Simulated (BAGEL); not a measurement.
**CH5FGe (SMILES [CH3][GeH2][F]) at HF/def2-SVP (density fitting with qzvpp-jkfit)**

What is the energy change on altering one bond length of CH5FGe at HF/def2-SVP (density fitting with qzvpp-jkfit)? 

Program for the calculation: BAGEL 1.2.2.

1 further run of the same task is left out (it didn't finish).

## (1) The structure to begin with

CH5FGe has 8 atoms, charge 0, and is taken as a singlet. SMILES: `[CH3][GeH2][F]`. The coordinates come from a PBE0-D4/def2-TZVP relaxation.

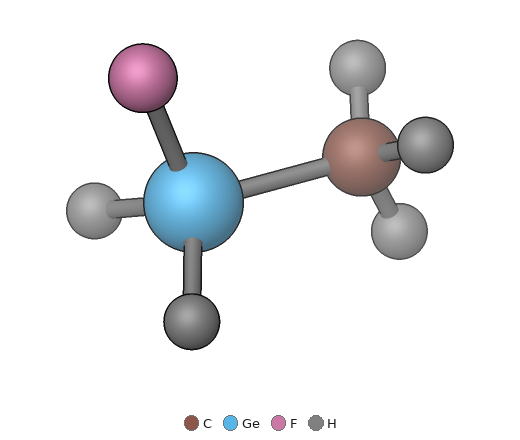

The structure, seen from a chosen angle (carbon brown, germanium blue, fluorine pink, hydrogen grey).

## (2) A single-point energy at HF/def2-SVP (density fitting with qzvpp-jkfit)

The input, input.json:

```json
{ "bagel" : [

{
  "title" : "molecule",
  "basis" : "svp",
  "df_basis" : "qzvpp-jkfit",
  "angstrom" : true,
  "geometry" : [
    { "atom" : "C", "xyz" : [      -0.598200,       0.789100,      -0.332100 ] },
    { "atom" : "Ge", "xyz" : [       0.468300,      -0.734500,       0.207400 ] },
    { "atom" : "F", "xyz" : [       1.437000,      -0.203900,       1.562200 ] },
    { "atom" : "H", "xyz" : [      -1.229500,       0.526100,      -1.183100 ] },
    { "atom" : "H", "xyz" : [       0.052600,       1.615500,      -0.619000 ] },
    { "atom" : "H", "xyz" : [      -1.235200,       1.108200,       0.493200 ] },
    { "atom" : "H", "xyz" : [       1.473200,      -1.188800,      -0.864100 ] },
    { "atom" : "H", "xyz" : [      -0.368100,      -1.911600,       0.735600 ] }
  ]
},

{ "title" : "hf" },

{ "title" : "print", "file" : "orbitals.molden", "orbitals" : true }

]}
```

On the command line:

```
BAGEL_NUM_THREADS=1 BAGEL input.json > input.out
```

Output:

```text
* using 1 threads per process

  ===============================================================
  ===============================================================

  *** Geometry ***

  { "atom" : "C", "xyz" : [     -1.130434,      1.491183,     -0.627578 ] },
  { "atom" : "Ge", "xyz" : [      0.884959,     -1.388004,      0.391929 ] },
  { "atom" : "F", "xyz" : [      2.715536,     -0.385315,      2.952130 ] },
  { "atom" : "H", "xyz" : [     -2.323418,      0.994185,     -2.235735 ] },
  { "atom" : "H", "xyz" : [      0.099400,      3.052853,     -1.169740 ] },
  { "atom" : "H", "xyz" : [     -2.334190,      2.094194,      0.932013 ] },
  { "atom" : "H", "xyz" : [      2.783945,     -2.246506,     -1.632912 ] },
  { "atom" : "H", "xyz" : [     -0.695608,     -3.612400,      1.390083 ] },

  Number of auxiliary basis functions:      508

  Since a DF basis is specified, we compute 2- and 3-index integrals:
    o Being stored without compression. Storage requirement is 0.029 GB

  Number of basis functions:       85
  Number of electrons      :       52

    * METHOD: MOLECULE                             0.22

  *** RHF ***

  === Nuclear Repulsion ===
   212.2925571921

      * DIIS with orbital gradients will be used.

  === RHF iteration (svp) ===
      0      -2215.06801153          0.01741529           0.07
      1      -2215.18867562          0.01064922           0.07
      2      -2215.24639907          0.00146444           0.07
      3      -2215.24770056          0.00053988           0.07
      4      -2215.24785975          0.00006284           0.07
      5      -2215.24786387          0.00001568           0.07
      6      -2215.24786412          0.00000488           0.07
      7      -2215.24786414          0.00000191           0.07
      8      -2215.24786414          0.00000053           0.07
      9      -2215.24786414          0.00000014           0.07
     10      -2215.24786414          0.00000003           0.07
     11      -2215.24786414          0.00000001           0.07
     12      -2215.24786414          0.00000000           0.07
    * SCF iteration converged.

    * Permanent dipole moment:
           (    0.702500,     0.049174,     0.830725) a.u.

    * METHOD: HF                                   1.06

    * METHOD: PRINT                                0.01

  ===============================================================
```

Wall time 1.5 s (1 thread of Arm Neoverse V2, shared host); peak memory 0.13 GiB.

## (3) The distorted shape at the same level

The input, job.json:

```json
{ "bagel": [

{
  "title": "molecule",
  "basis": "svp",
  "df_basis": "qzvpp-jkfit",
  "angstrom": true,
  "geometry": [
    { "atom": "C", "xyz": [      -1.451394,       2.007972,      -0.763697 ] },
    { "atom": "Ge", "xyz": [       0.468300,      -0.734500,       0.207400 ] },
    { "atom": "F", "xyz": [       1.437000,      -0.203900,       1.562200 ] },
    { "atom": "H", "xyz": [      -2.082694,       1.744972,      -1.614697 ] },
    { "atom": "H", "xyz": [      -0.800594,       2.834372,      -1.050597 ] },
    { "atom": "H", "xyz": [      -2.088394,       2.327072,       0.061603 ] },
    { "atom": "H", "xyz": [       1.473200,      -1.188800,      -0.864100 ] },
    { "atom": "H", "xyz": [      -0.368100,      -1.911600,       0.735600 ] }
  ]
},

{ "title": "hf" },

{ "title": "print", "file": "orbitals.molden", "orbitals": true }

]}
```

On the command line:

```
BAGEL_NUM_THREADS=1 BAGEL job.json > job.out
```

Output:

```text
* using 1 threads per process

  ===============================================================
  ===============================================================

  *** Geometry ***

  { "atom" : "C", "xyz" : [     -2.742737,      3.794517,     -1.443178 ] },
  { "atom" : "Ge", "xyz" : [      0.884959,     -1.388004,      0.391929 ] },
  { "atom" : "F", "xyz" : [      2.715536,     -0.385315,      2.952130 ] },
  { "atom" : "H", "xyz" : [     -3.935721,      3.297519,     -3.051335 ] },
  { "atom" : "H", "xyz" : [     -1.512903,      5.356187,     -1.985341 ] },
  { "atom" : "H", "xyz" : [     -3.946493,      4.397529,      0.116413 ] },
  { "atom" : "H", "xyz" : [      2.783945,     -2.246506,     -1.632912 ] },
  { "atom" : "H", "xyz" : [     -0.695608,     -3.612400,      1.390083 ] },

  Number of auxiliary basis functions:      508

  Since a DF basis is specified, we compute 2- and 3-index integrals:
    o Being stored without compression. Storage requirement is 0.029 GB

  Number of basis functions:       85
  Number of electrons      :       52

    * METHOD: MOLECULE                             0.21

  *** RHF ***

  === Nuclear Repulsion ===
   176.3081352962

      * DIIS with orbital gradients will be used.

  === RHF iteration (svp) ===
      0      -2214.73844888          0.02182693           0.07
      1      -2214.83786212          0.02109149           0.07
      2      -2215.07182296          0.00217188           0.07
      3      -2215.07623158          0.00135571           0.07
      4      -2215.07742620          0.00029236           0.07
      5      -2215.07754243          0.00017515           0.07
      6      -2215.07756195          0.00006449           0.07
      7      -2215.07756589          0.00000875           0.07
      8      -2215.07756597          0.00000472           0.07
      9      -2215.07756598          0.00000104           0.07
     10      -2215.07756599          0.00000027           0.07
     11      -2215.07756599          0.00000015           0.07
     12      -2215.07756599          0.00000005           0.06
     13      -2215.07756599          0.00000002           0.06
     14      -2215.07756599          0.00000001           0.07
    * SCF iteration converged.

    * Permanent dipole moment:
           (    0.656161,     0.113028,     0.806419) a.u.

    * METHOD: HF                                   1.19

    * METHOD: PRINT                                0.01

  ===============================================================
```

It took 1.6 s on 1 thread of Arm Neoverse V2, shared host; peak memory 0.13 GiB.

## (4) Summary of results

At HF/def2-SVP (density fitting with qzvpp-jkfit):

| quantity | value |
| --- | --- |
| first shape: total energy | -2215.24786 Eh |
| first shape: dipole moment | 2.77 D |
| first shape: HOMO energy | -12.38 eV |
| first shape: LUMO energy | 3.91 eV |
| first shape: HOMO–LUMO gap | 16.29 eV |
| distorted shape: total energy | -2215.07757 Eh |
| distorted shape: dipole moment | 2.66 D |
| distorted shape: HOMO energy | -7.98 eV |
| distorted shape: LUMO energy | -0.22 eV |
| distorted shape: HOMO–LUMO gap | 7.77 eV |
| energy change with the C1–Ge2 bond stretched from 1.936 to 3.486 Å | 4.634 eV |

In words: One bond (distorted shape) is far stretched, which a spin-restricted single reference describes badly; a broken-symmetry solution may lie lower. With the C1–Ge2 bond stretched from 1.936 to 3.486 Å the energy rises by 4.63 eV (107 kcal/mol). The first shape isn't relaxed at this level, so the change isn't measured from a minimum. A restricted reference can't describe the breaking bond well at this length.
